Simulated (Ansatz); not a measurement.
**C6H5O2 (ohout) (charge −1): density, localisation and related maps**

Input file:

```
crystal:
  periodic: [false, false, false]
  atoms:
    - { symbol: O, position_ang: [-2.25342444, -1.40394534, -0.22062068] }
    - { symbol: C, position_ang: [-1.21858004, -0.69417497, -0.11550722] }
    - { symbol: C, position_ang: [-1.2609383, 0.74546631, -0.0337433] }
    - { symbol: C, position_ang: [-0.1192212, 1.50540951, 0.08088262] }
    - { symbol: C, position_ang: [1.15434339, 0.92981849, 0.1253549] }
    - { symbol: C, position_ang: [1.22820656, -0.46214071, 0.04833528] }
    - { symbol: O, position_ang: [2.46118296, -1.0921595, 0.08712835] }
    - { symbol: C, position_ang: [0.10672222, -1.25101524, -0.06674732] }
    - { symbol: H, position_ang: [-2.23995413, 1.21490136, -0.06634335] }
    - { symbol: H, position_ang: [-0.20496572, 2.58930431, 0.13912714] }
    - { symbol: H, position_ang: [2.05247893, 1.53592271, 0.21601502] }
    - { symbol: H, position_ang: [3.1216638, -0.39986567, 0.16824343] }
    - { symbol: H, position_ang: [0.21291596, -2.32972126, -0.12342487] }
total_charge: -1
basis:
  gaussian: { orbitals: def2-SVPD }
hamiltonian:
  xc: pbe0
output:
  orbitals: {}
```

Command:

```sh
ansatz run input.yaml --threads 4 --pin off --max-ram 10240MiB --backend cpu --events-out ev --progress --plain --runs-dir out
```

Computed with Ansatz 0.2.0, DFT PBE0, Gaussian basis def2-SVPD.

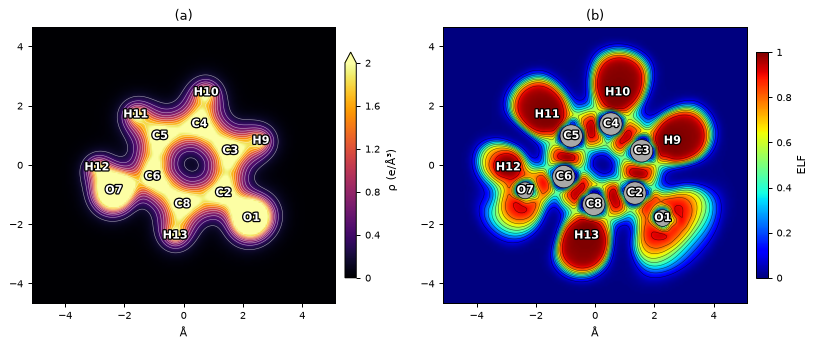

Figure 1. (a) total electron density; (b) ELF on the molecular plane. Grey discs cover the atomic cores in the ELF map.

> Read the bonding off the picture.

- The plane passes through O, C and H nuclei.
- C–O (1.26 Å): ρ at the midpoint is about 2.9 e/Å³; the ELF peaks at about 0.85 between the atoms; a polar covalent bond.
- C–C (1.38 Å): the density is about 2.1 e/Å³ at the midpoint; the ELF peaks at about 0.95 between the atoms; localised, covalent bonding.
- O–H (0.96 Å): ρ at the midpoint is about 3.8 e/Å³; the ELF climbs to about 1 towards the hydrogen, as it does in any bond to H (an ordinary covalent bond to hydrogen).
- C–O (1.39 Å): the density is about 2.2 e/Å³ at the midpoint, with its minimum of 1.8 e/Å³ about 0.5 Å from C; the ELF peaks at about 0.90 between the atoms (a shared but strongly polarised pair).
- C–C (1.44 Å): the density is about 1.9 e/Å³ at the midpoint; the ELF peaks at about 0.95 between the atoms, as expected for localised, covalent bonding.
- The ELF also peaks beside O1 and O7, away from the bonds: lone-pair regions.

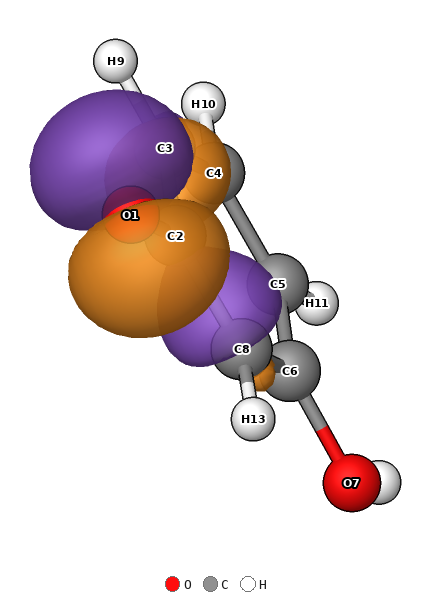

Figure 2. The HOMO−1 at ±0.15 Å⁻³ᐟ² (orange and purple are the two phases), seen at an oblique angle.

> Where does this orbital lie, and at what energy?

Its weight (Hirshfeld) is mainly on O1 (about 70 %), C2 (about 10 %), C3 (about 5 %) and C8 (about 5 %); it is symmetric in the molecular plane (an in-plane orbital: σ, lone-pair or in-plane π type); largely a lone pair of O1. Its energy is −1.44 eV.

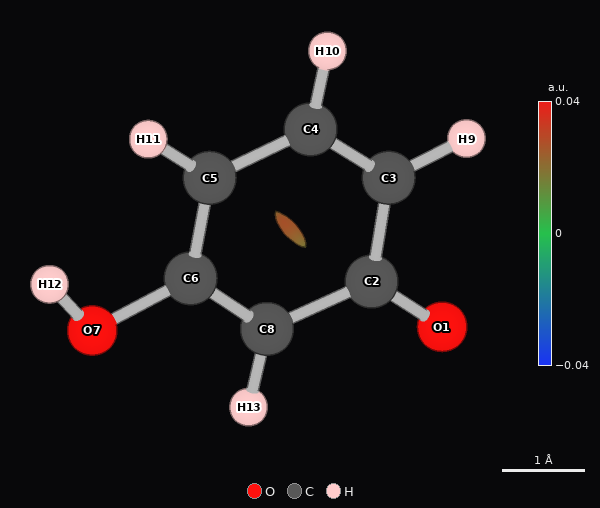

Figure 3. Non-covalent interaction (NCI) plot: the surface where the reduced density gradient is 0.4, for densities under 0.05 a.u., coloured by sign(λ₂)ρ; seen at a tilt.

> Identify the weak interactions.

Inside the ring or cage of C2, C3, C4, C5, C6 and C8: steric crowding (red).
